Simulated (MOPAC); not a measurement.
## Excited-state calculation of C2H6NPSi (part 3 of 3)

The same run, continued: C2H6NPSi; PM6-DH+, closed shell, dispersion DH+ (MOPAC 23.2.5). The geometry comes from this level: GFN2-xTB.

Geometry of the input (Å):
```
N  1.7834  -1.9704  -0.2733
C  1.3711  -1.0579  0.2816
C  0.8163  0.0827  0.9359
Si -1.0247  0.3313  0.3984
P  -1.2861  0.2969  -1.8243
H  0.8838  -0.0602  2.0148
H  1.4125  0.9582  0.6706
H  -1.8131  -0.7552  0.9821
H  -1.4272  1.6348  0.9335
H  -0.3317  1.2694  -2.0800
H  -0.3842  -0.7295  -2.0394
```

## What the program printed, continued
```
    1+   -0.027029    0.000000     1+  SINGLET     A
    2     4.836023    4.863052     1   TRIPLET     A
    3     5.175830    5.202859     2   SINGLET     A         0.0799      0.0027      0.3041
    4     5.246798    5.273828     2   TRIPLET     A
    5     5.303149    5.330178     3   SINGLET     A         0.0128      0.0130      0.0766
    6     5.463242    5.490271     4   SINGLET     A         0.0040      0.0013      0.0042
    7     5.561569    5.588598     3   TRIPLET     A
    8     6.029036    6.056066     4   TRIPLET     A
    9     6.103342    6.130372     5   SINGLET     A         0.0249      0.0025      0.0353
   10     6.347591    6.374620     5   TRIPLET     A
   11     6.453759    6.480789     6   SINGLET     A         0.0004      0.0009      0.0000
   12     6.468884    6.495914     6   TRIPLET     A
   13     6.625834    6.652864     7   SINGLET     A         0.0079      0.0162      0.0366
   14     6.680480    6.707509     7   TRIPLET     A
   15     6.822795    6.849825     8   SINGLET     A         0.0586      0.0106      0.0360
   16     6.840875    6.867905     9   SINGLET     A         0.0034      0.0004      0.1389
   17     6.850259    6.877288     8   TRIPLET     A
   18     6.951623    6.978653     9   TRIPLET     A
   19     7.093536    7.120565    10   SINGLET     A         0.0028      0.1435      0.0489
   20    10.887046   10.914075     1   QUINTET     A
   21    10.967050   10.994079    10   TRIPLET     A
   22    11.118437   11.145466     2   QUINTET     A
   23    11.124657   11.151686    11   TRIPLET     A
   24    11.153876   11.180906    11   SINGLET     A         0.0001      0.0001      0.0007
   25    11.238971   11.266000    12   TRIPLET     A
   26    11.317102   11.344132    12   SINGLET     A         0.0000      0.0002      0.0000
   27    11.339961   11.366991     3   QUINTET     A
   28    11.347443   11.374472    13   TRIPLET     A
   29    11.392025   11.419054    14   TRIPLET     A
   30    11.397369   11.424399     4   QUINTET     A
   31    11.426392   11.453421    13   SINGLET     A         0.0001      0.0001      0.0000
   32    11.431094   11.458124    15   TRIPLET     A
   33    11.479413   11.506442    16   TRIPLET     A
   34    11.540934   11.567963    17   TRIPLET     A
   35    11.558061   11.585090    14   SINGLET     A         0.0003      0.0000      0.0000
   36    11.576225   11.603255     5   QUINTET     A
   37    11.617106   11.644135    18   TRIPLET     A
   38    11.640587   11.667616    19   TRIPLET     A
   39    11.645321   11.672351    15   SINGLET     A
   40    11.696568   11.723598    20   TRIPLET     A
   41    11.722133   11.749163    16   SINGLET     A         0.0001      0.0000      0.0000
   42    11.724333   11.751363    21   TRIPLET     A
   43    11.741955   11.768985    17   SINGLET     A         0.0001      0.0000      0.0001
   44    11.765284   11.792313    22   TRIPLET     A
   45    11.822543   11.849572    23   TRIPLET     A
   46    11.848023   11.875053    18   SINGLET     A         0.0003      0.0000      0.0008
   47    11.881070   11.908100     6   QUINTET     A
   48    11.900857   11.927887    24   TRIPLET     A
   49    11.920035   11.947064    19   SINGLET     A
   50    11.951348   11.978377    25   TRIPLET     A
   51    11.986772   12.013801    20   SINGLET     A
   52    11.993210   12.020240    26   TRIPLET     A
   53    12.064258   12.091287    27   TRIPLET     A
   54    12.084334   12.111364    21   SINGLET     A         0.0000      0.0000      0.0000
   55    12.121038   12.148067    28   TRIPLET     A
   56    12.161927   12.188956    22   SINGLET     A         0.0000      0.0000      0.0000
   57    12.205242   12.232272    29   TRIPLET     A
   58    12.207327   12.234356    23   SINGLET     A         0.0001      0.0000      0.0009
   59    12.264552   12.291582     7   QUINTET     A
   60    12.287516   12.314545    30   TRIPLET     A
   61    12.328280   12.355309    24   SINGLET     A         0.0000      0.0000      0.0002
   62    12.407320   12.434350    25   SINGLET     A
   63    12.457217   12.484246    31   TRIPLET     A
   64    12.536428   12.563457     8   QUINTET     A
   65    12.536721   12.563750    32   TRIPLET     A
   66    12.571220   12.598250    33   TRIPLET     A
   67    12.592618   12.619647    26   SINGLET     A         0.0000      0.0001      0.0000
   68    12.666806   12.693835    27   SINGLET     A         0.0001      0.0000      0.0000
   69    12.717874   12.744903    34   TRIPLET     A
   70    12.769238   12.796267    28   SINGLET     A         0.0001      0.0001      0.0000
   71    12.809688   12.836718    35   TRIPLET     A
   72    12.822790   12.849819     9   QUINTET     A
   73    12.870942   12.897971    36   TRIPLET     A
   74    12.935045   12.962074    37   TRIPLET     A
   75    12.948520   12.975550    29   SINGLET     A         0.0000      0.0001      0.0000
   76    12.957688   12.984717    38   TRIPLET     A
   77    13.061437   13.088466    39   TRIPLET     A
   78    13.073847   13.100876    30   SINGLET     A         0.0000      0.0000      0.0001
   79    13.120227   13.147257    31   SINGLET     A
   80    13.163901   13.190930    40   TRIPLET     A
   81    13.261279   13.288309    41   TRIPLET     A
   82    13.357146   13.384176    32   SINGLET     A         0.0000      0.0000      0.0001
   83    13.427487   13.454516    42   TRIPLET     A
   84    13.450248   13.477278    33   SINGLET     A         0.0000      0.0000      0.0001
   85    13.540859   13.567889    43   TRIPLET     A
   86    13.545346   13.572375    34   SINGLET     A         0.0000      0.0000      0.0000
   87    13.576643   13.603672    44   TRIPLET     A
   88    13.647589   13.674618    45   TRIPLET     A
   89    13.746109   13.773139    35   SINGLET     A         0.0007      0.0000      0.0062
   90    13.812607   13.839636    46   TRIPLET     A
   91    13.946275   13.973304    36   SINGLET     A
   92    14.000761   14.027790    37   SINGLET     A         0.0000      0.0000      0.0002
   93    14.034071   14.061101    47   TRIPLET     A
   94    14.082985   14.110015    38   SINGLET     A         0.0001      0.0001      0.0000
   95    14.092941   14.119971    48   TRIPLET     A
   96    14.191141   14.218171    49   TRIPLET     A
   97    14.203325   14.230355    39   SINGLET     A         0.0000      0.0000      0.0001
   98    14.237525   14.264555    40   SINGLET     A         0.0000      0.0000      0.0000
   99    14.264034   14.291063    50   TRIPLET     A
  100    14.304577   14.331606    41   SINGLET     A         0.0001      0.0001      0.0000
  101    14.370684   14.397714    51   TRIPLET     A
  102    14.399020   14.426049    42   SINGLET     A         0.0002      0.0001      0.0029
  103    14.491466   14.518496    43   SINGLET     A         0.0002      0.0001      0.0001
  104    14.535717   14.562746    44   SINGLET     A         0.0004      0.0000      0.0008
  105    14.698489   14.725519    52   TRIPLET     A
  106    14.754965   14.781994    45   SINGLET     A         0.0001      0.0000      0.0000
  107    14.833967   14.860996    46   SINGLET     A         0.0000      0.0000      0.0000
  108    14.883202   14.910232    53   TRIPLET     A
  109    14.902981   14.930011    47   SINGLET     A         0.0000      0.0000      0.0002
  110    14.947765   14.974795    48   SINGLET     A         0.0000      0.0000      0.0004
  111    15.082654   15.109683    49   SINGLET     A         0.0000      0.0000      0.0001
  112    15.249548   15.276578    50   SINGLET     A         0.0000      0.0003      0.0000
  113    15.341713   15.368742    54   TRIPLET     A
  114    15.622493   15.649522    51   SINGLET     A         0.0000      0.0000      0.0002
  115    15.734888   15.761917    52   SINGLET     A         0.0001      0.0000      0.0002
  116    15.991557   16.018587    53   SINGLET     A         0.0000      0.0001      0.0002
  117    16.126696   16.153725    54   SINGLET     A         0.0001      0.0004      0.0000
  118    16.489224   16.516253    55   SINGLET     A         0.0001      0.0000      0.0001
  119    16.890197   16.917226     1   SEPTET      A
  120    17.294416   17.321446    10   QUINTET     A
  121    17.322428   17.349457    11   QUINTET     A
  122    17.432191   17.459221    12   QUINTET     A
  123    17.446618   17.473647    13   QUINTET     A
  124    17.485258   17.512287    55   TRIPLET     A
  125    17.537331   17.564360    56   TRIPLET     A
  126    17.581086   17.608116    56   SINGLET     A
  127    17.602637   17.629666    57   TRIPLET     A
  128    17.633322   17.660351    14   QUINTET     A
  129    17.649487   17.676517    58   TRIPLET     A
  130    17.665530   17.692560    15   QUINTET     A
  131    17.735649   17.762678    59   TRIPLET     A
  132    17.811665   17.838694    60   TRIPLET     A
  133    17.839058   17.866087    57   SINGLET     A
  134    17.860855   17.887884    61   TRIPLET     A
  135    17.885564   17.912594    16   QUINTET     A
  136    17.956987   17.984016    58   SINGLET     A
  137    17.961655   17.988684    62   TRIPLET     A
  138    18.007050   18.034080    63   TRIPLET     A
  139    18.051084   18.078113    17   QUINTET     A
  140    18.059761   18.086790    64   TRIPLET     A
  141    18.067021   18.094050    59   SINGLET     A
  142    18.103693   18.130722    60   SINGLET     A
  143    18.115979   18.143009    65   TRIPLET     A
  144    18.179987   18.207016    61   SINGLET     A
  145    18.182449   18.209479    66   TRIPLET     A
  146    18.229369   18.256399    67   TRIPLET     A
  147    18.256177   18.283206    18   QUINTET     A
  148    18.261127   18.288157    68   TRIPLET     A
  149    18.323729   18.350758    69   TRIPLET     A
  150    18.344040   18.371070    62   SINGLET     A
  151    18.420497   18.447526    19   QUINTET     A
  152    18.444203   18.471232    63   SINGLET     A
  153    18.445739   18.472769    70   TRIPLET     A
  154    18.501751   18.528780    71   TRIPLET     A
  155    18.530816   18.557845    64   SINGLET     A
  156    18.533014   18.560043    72   TRIPLET     A
  157    18.609174   18.636204    73   TRIPLET     A
  158    18.615737   18.642766    74   TRIPLET     A
  159    18.646391   18.673420    65   SINGLET     A
  160    18.679387   18.706416    20   QUINTET     A
  161    18.701500   18.728529    75   TRIPLET     A
  162    18.703482   18.730511    66   SINGLET     A
  163    18.714244   18.741274    21   QUINTET     A
  164    18.794336   18.821365    76   TRIPLET     A
  165    18.826168   18.853197    67   SINGLET     A
  166    18.875079   18.902108    77   TRIPLET     A
  167    18.890322   18.917351    68   SINGLET     A
  168    18.894097   18.921126    78   TRIPLET     A
  169    18.940277   18.967306    79   TRIPLET     A
  170    18.985890   19.012920    69   SINGLET     A
  171    18.988732   19.015761    80   TRIPLET     A
  172    19.014820   19.041849    70   SINGLET     A
  173    19.020102   19.047131    81   TRIPLET     A
  174    19.083111   19.110140    82   TRIPLET     A
  175    19.103930   19.130959    83   TRIPLET     A
  176    19.107150   19.134179    71   SINGLET     A
  177    19.153010   19.180039    84   TRIPLET     A
  178    19.209079   19.236109    85   TRIPLET     A
  179    19.234749   19.261778    72   SINGLET     A
  180    19.261882   19.288911    73   SINGLET     A
  181    19.336906   19.363936    74   SINGLET     A
  182    19.343643   19.370673    22   QUINTET     A
  183    19.405681   19.432710    75   SINGLET     A
  184    19.434596   19.461626    86   TRIPLET     A
  185    19.510377   19.537406    87   TRIPLET     A
  186    19.566242   19.593272    76   SINGLET     A
  187    19.647495   19.674524    88   TRIPLET     A
  188    19.671126   19.698155    89   TRIPLET     A
  189    19.701315   19.728344    90   TRIPLET     A
  190    19.708389   19.735418    23   QUINTET     A
  191    19.719019   19.746048    77   SINGLET     A
  192    19.746429   19.773458    91   TRIPLET     A
  193    19.858669   19.885699    78   SINGLET     A
  194    19.870459   19.897489    92   TRIPLET     A
  195    19.905318   19.932348    79   SINGLET     A
  196    19.964830   19.991859    80   SINGLET     A
  197    19.971622   19.998651    93   TRIPLET     A
  198    19.990286   20.017316    94   TRIPLET     A
  199    20.016360   20.043389    81   SINGLET     A
  200    20.025334   20.052363    95   TRIPLET     A
  201    20.048866   20.075896    24   QUINTET     A
  202    20.080663   20.107693    96   TRIPLET     A
  203    20.098945   20.125974    82   SINGLET     A
  204    20.189986   20.217016    97   TRIPLET     A
  205    20.207233   20.234263    25   QUINTET     A
  206    20.213571   20.240601    98   TRIPLET     A
  207    20.222766   20.249795    83   SINGLET     A
  208    20.224635   20.251665    99   TRIPLET     A
  209    20.254540   20.281569    84   SINGLET     A
  210    20.282550   20.309580    85   SINGLET     A
  211    20.308732   20.335762   100   TRIPLET     A
  212    20.368730   20.395759   101   TRIPLET     A
  213    20.369374   20.396403    86   SINGLET     A
  214    20.375966   20.402995   102   TRIPLET     A
  215    20.417370   20.444399    87   SINGLET     A
  216    20.424446   20.451476   103   TRIPLET     A
  217    20.454719   20.481748    88   SINGLET     A
  218    20.479207   20.506237   104   TRIPLET     A
  219    20.485381   20.512411    26   QUINTET     A
  220    20.510325   20.537355   105   TRIPLET     A
  221    20.528547   20.555576   106   TRIPLET     A
  222    20.551410   20.578439    89   SINGLET     A
  223    20.568205   20.595234    90   SINGLET     A
  224    20.568887   20.595917   107   TRIPLET     A
  225    20.603923   20.630953   108   TRIPLET     A
  226    20.633137   20.660167    91   SINGLET     A
  227    20.633924   20.660954   109   TRIPLET     A
  228    20.664685   20.691714   110   TRIPLET     A
  229    20.698008   20.725038    92   SINGLET     A
  230    20.723694   20.750723    93   SINGLET     A
  231    20.745752   20.772782   111   TRIPLET     A
  232    20.748369   20.775399    94   SINGLET     A
  233    20.754365   20.781394   112   TRIPLET     A
  234    20.788613   20.815643    95   SINGLET     A
  235    20.795368   20.822397   113   TRIPLET     A
  236    20.808715   20.835744   114   TRIPLET     A
  237    20.840737   20.867766    96   SINGLET     A
  238    20.864746   20.891775   115   TRIPLET     A
  239    20.874573   20.901602    97   SINGLET     A
  240    20.890452   20.917482   116   TRIPLET     A
  241    20.931130   20.958160   117   TRIPLET     A
  242    20.950891   20.977920    98   SINGLET     A
  243    20.970443   20.997473    99   SINGLET     A
  244    20.993168   21.020198   118   TRIPLET     A
  245    20.996437   21.023466   100   SINGLET     A
  246    21.041167   21.068197   119   TRIPLET     A
  247    21.042804   21.069833   101   SINGLET     A
  248    21.097323   21.124353   120   TRIPLET     A
  249    21.125696   21.152726   102   SINGLET     A
  250    21.205598   21.232628   121   TRIPLET     A
  251    21.211355   21.238384   103   SINGLET     A
  252    21.238175   21.265204   104   SINGLET     A
  253    21.248635   21.275664   105   SINGLET     A
  254    21.270441   21.297470   122   TRIPLET     A
  255    21.286319   21.313348   123   TRIPLET     A
  256    21.319363   21.346392   124   TRIPLET     A
  257    21.330925   21.357955   106   SINGLET     A
  258    21.390379   21.417408   107   SINGLET     A
  259    21.392872   21.419902   125   TRIPLET     A
  260    21.455666   21.482695   126   TRIPLET     A
  261    21.463120   21.490149   108   SINGLET     A
  262    21.497026   21.524055   127   TRIPLET     A
  263    21.513230   21.540259   109   SINGLET     A
  264    21.575892   21.602921   110   SINGLET     A
  265    21.624487   21.651516   128   TRIPLET     A
  266    21.626087   21.653116   111   SINGLET     A
  267    21.653767   21.680797   129   TRIPLET     A
  268    21.663481   21.690510   112   SINGLET     A
  269    21.755351   21.782380   130   TRIPLET     A
  270    21.805362   21.832391   113   SINGLET     A
  271    21.839761   21.866790   114   SINGLET     A
  272    21.869594   21.896623   115   SINGLET     A
  273    21.915362   21.942391   131   TRIPLET     A
  274    21.935982   21.963011   132   TRIPLET     A
  275    22.033377   22.060406   116   SINGLET     A
  276    22.082649   22.109678   133   TRIPLET     A
  277    22.099656   22.126686   117   SINGLET     A
  278    22.178975   22.206004   134   TRIPLET     A
  279    22.183265   22.210294   118   SINGLET     A
  280    22.323697   22.350727   135   TRIPLET     A
  281    22.374833   22.401862   119   SINGLET     A
  282    22.550992   22.578022   120   SINGLET     A
           The "+" symbol indicates the root used.

 *                    *
 * JOB ENDED NORMALLY *
 *                    *

 TOTAL JOB TIME:             0.17 SECONDS

 == MOPAC DONE ==
```

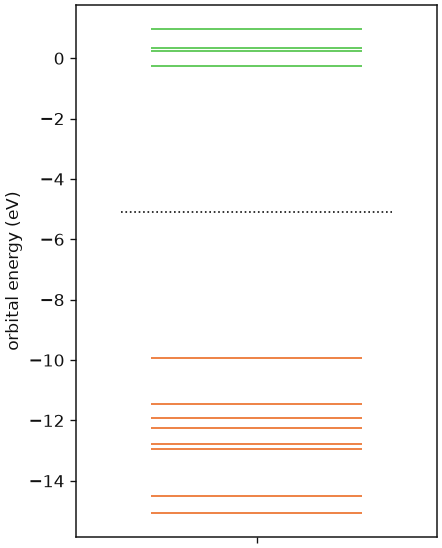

**Figure 1.** Orbital energies near the frontier; the dotted line parts filled from empty levels, and levels within 0.02 eV of each other stand side by side. Highest filled −9.93 eV, lowest empty −0.25 eV, 9.68 eV apart.

## Summary

- outcome: converged
- heat of formation: −81.36 kcal/mol
- basis functions: 36
- HOMO: −9.93 eV
- LUMO: −0.25 eV
- dipole moment: 3.57 D
- hardware: 1 thread of Arm Neoverse N1, 98 GiB of memory available, shared host
- peak memory: 0.11 GiB

## Notes

MOPAC's energies along a path are heats of formation.
